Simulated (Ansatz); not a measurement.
BPH6: several calculations on one system

**1. Relaxation**

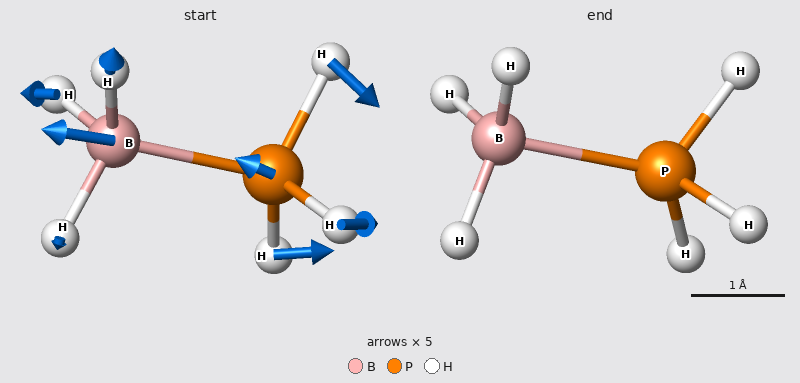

The structure of BPH6 (coarse preliminary run) before (left) and after (right) a relaxation, at one scale. The blue arrows give the displacements, magnified 5 times.

The picture is a ball-and-stick view, seen at a tilt.

Theory: RKS PBE-D4/def2-SVP (Ansatz 0.2.0).

Input file:
```yaml
crystal:
  periodic: [false, false, false]
  atoms:
    - {symbol: B, position_ang: [-0.466600, 0.165600, -0.793400]}
    - {symbol: P, position_ang: [0.468100, -0.213800, 0.753300]}
    - {symbol: H, position_ang: [-1.694500, 0.361800, -0.534200]}
    - {symbol: H, position_ang: [-0.339400, -0.667900, -1.594700]}
    - {symbol: H, position_ang: [-0.088000, 1.207600, -1.301700]}
    - {symbol: H, position_ang: [0.351200, 0.856100, 1.681300]}
    - {symbol: H, position_ang: [1.853800, -0.385600, 0.420700]}
    - {symbol: H, position_ang: [0.007600, -1.380900, 1.312900]}
basis:
  gaussian: {orbitals: def2-SVP}
hamiltonian: {xc: pbe, dispersion: d4}
relax: {f_tol: 0.03, max_steps: 250}
```

### Summarise the run.

The optimiser took 5 steps. B1 moves most after the best rigid fit: 0.18 Å. By element the largest moves are B 0.18 Å, H 0.15 Å, P 0.10 Å. Among the contacts that change: B1–P2 1.847 → 1.926 Å, B1–H4 1.163 → 1.227 Å, P2–H8 1.374 → 1.429 Å, B1–H3 1.270 → 1.229 Å. Among the angles between lasting bonds that change: H6–P2–H8 110.2° → 98.8°, B1–P2–H7 108.6° → 119.0°, H6–P2–H7 108.7° → 98.9°.

**2. Relaxation**

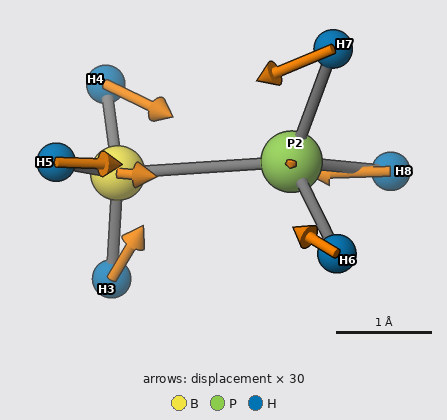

This is a relaxation of BPH₆. The starting structure is drawn; orange arrows show the displacements, magnified 30 times. The two geometries are superimposed by the best rigid fit.

A ball-and-stick model, seen at a tilt.

Computed with RKS PBE0-D4/def2-TZVP in Ansatz 0.2.0.

Input file:
```yaml
crystal:
  periodic: [false, false, false]
  atoms:
    - {symbol: B, position_ang: [-0.562613, 0.228837, -0.927663]}
    - {symbol: P, position_ang: [0.435239, -0.184039, 0.666573]}
    - {symbol: H, position_ang: [-1.716770, 0.349159, -0.521967]}
    - {symbol: H, position_ang: [-0.378097, -0.739770, -1.657755]}
    - {symbol: H, position_ang: [-0.055113, 1.273495, -1.327942]}
    - {symbol: H, position_ang: [0.423084, 0.761415, 1.739065]}
    - {symbol: H, position_ang: [1.848023, -0.386781, 0.566950]}
    - {symbol: H, position_ang: [0.098446, -1.359416, 1.406939]}
basis:
  gaussian: {orbitals: def2-TZVP}
hamiltonian: {xc: pbe0, dispersion: d4}
relax: {f_tol: 0.005, max_steps: 200}
```

Q: Atoms of which element are displaced furthest, and by how much?

A: Hydrogen: up to 0.033 Å, against 0.015 Å for boron.

Q: Describe the change and its energy.

A: Over 4 geometry steps the energy falls by 2.86 kJ/mol. The largest force component goes from 0.48 to 0.0007 eV/Å. The largest moves after the best rigid fit, 0.033 Å, are those of H4 and H7. By element the largest moves are H 0.033 Å, B 0.015 Å, P 0.003 Å. Near-neighbour distances that change, for instance: P2–H6 1.430 → 1.408 Å, B1–H3 1.229 → 1.209 Å, B1–P2 1.926 → 1.910 Å. The run took roughly 13 core-seconds on a shared host.

**3. A change**

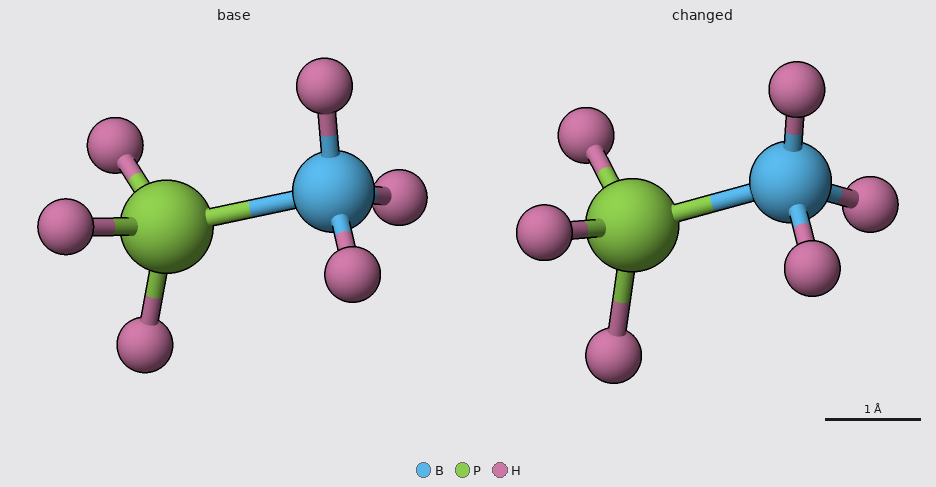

Left: BPH6. Right: the same structure after one change, at the same scale. A ball-and-stick model, seen at a tilt.

Method: RKS r2SCAN-D4/def2-TZVPP in Ansatz. 

Q: Which change leads from the left to the right?

A: All atoms are moved at random (σ = 0.09 Å) from the PBE0-D4/def2-TZVP minimum.

Q: What does the change do?

A: The energy rises by 20.1 kcal/mol. The largest force is 5.3 eV/Å, on the P atom. The forces point partly back along the displacements (cosine −0.63). At other levels of theory the same distortion costs 19.1 kcal/mol (RKS PBE-D4/def2-TZVPP), 20.4 kcal/mol (RKS PBE0-D4/def2-TZVPP), 21.4 kcal/mol (RKS wB97M-V/def2-TZVPP), 21.7 kcal/mol (RHF-CCSD(T), frozen core/def2-TZVPP). Among the bonded contacts that change: H–P 1.408 → 1.303 to 1.566 Å, B–P 1.910 → 1.801 Å, B–H 1.209 → 1.131 to 1.280 Å. Bond angles that change, for instance: H–B–H 114.5° → 103.3°, P–B–H 103.8° → 114.5°.

**4. A change**

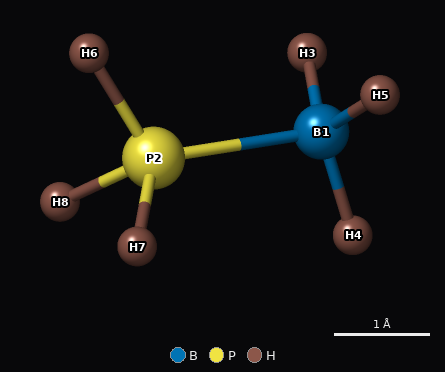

This is BPH$_{6}$. The picture is a ball-and-stick view, seen at a tilt.

Computed with RKS wB97M-V/def2-TZVPP (Ansatz 0.2.0). 

The variant: All atoms are moved at random (σ = 0.09 Å) from the PBE0-D4/def2-TZVP minimum.

Question: What is the effect?

Answer: It costs 24.9 kJ/mol. The largest force is 3.1 eV/Å, on B1. The forces point partly back along the displacements (cosine −0.50). At other levels of theory the same distortion costs 25.4 kJ/mol (RKS PBE-D4/def2-TZVPP), 26.4 kJ/mol (RKS r2SCAN-D4/def2-TZVPP), 26.8 kJ/mol (RKS PBE0-D4/def2-TZVPP), 25.1 kJ/mol (RHF-CCSD(T), frozen core/def2-TZVPP). Among the bonded contacts that change: B1–P2 1.910 → 1.999 Å, B1–H4 1.209 → 1.123 Å, P2–H8 1.408 → 1.483 Å, B1–H5 1.209 → 1.272 Å. Among the angles between lasting bonds that change: H3–B1–H4 114.5° → 120.7°, P2–B1–H4 103.8° → 97.8°.

The changed structure in the same view:

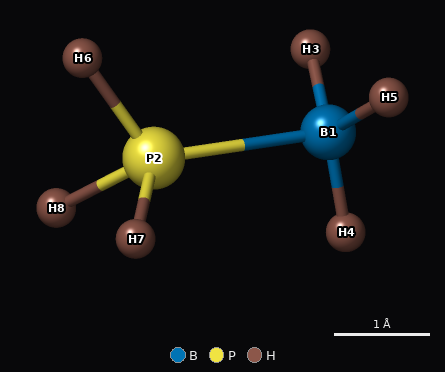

**5. Distortion**

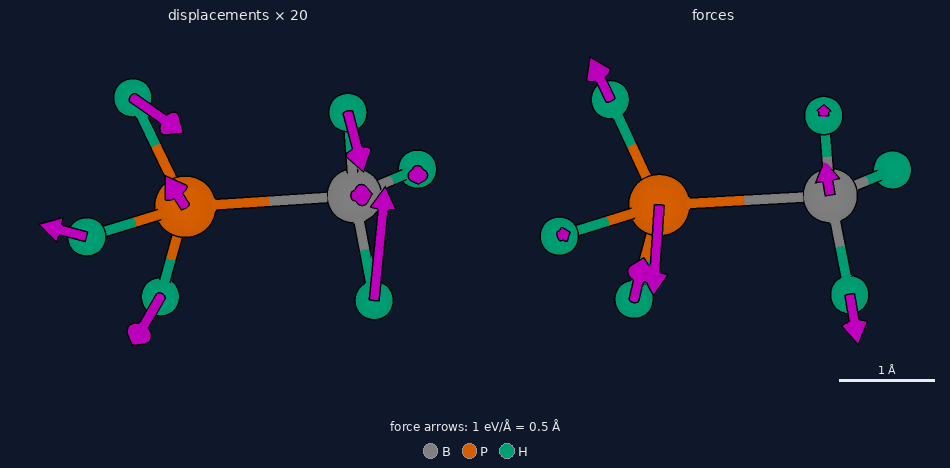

Left: BPH6, with purple arrows for the displacements applied to it. Right: the displaced structure with the computed forces. Style: ball-and-stick. Shown at a tilt.

Computed with RHF-CCSD(T), frozen core/def2-TZVPP (Ansatz 0.2.0). 

Describe the distortion and the response.

Answer. All atoms are moved at random (σ = 0.02 Å) from the PBE0-D4/def2-TZVP minimum. It costs 10.1 kJ/mol. The largest force is 2 eV/Å, on the P atom. The forces point partly back along the displacements (cosine −0.69). At other levels of theory the same distortion costs 10.4 kJ/mol (RKS PBE-D4/def2-TZVPP), 10.1 kJ/mol (RKS r2SCAN-D4/def2-TZVPP), 10.3 kJ/mol (RKS PBE0-D4/def2-TZVPP), 9.59 kJ/mol (RKS wB97M-V/def2-TZVPP). Among the bonded contacts that change: H–P 1.408 → 1.357 to 1.470 Å, B–H 1.209 → 1.162 to 1.204 Å, B–P 1.910 → 1.922 Å. Among the angles between lasting bonds that change: H–B–H 114.5° → 110.6°, H–B–H 114.5° → 116.6°.
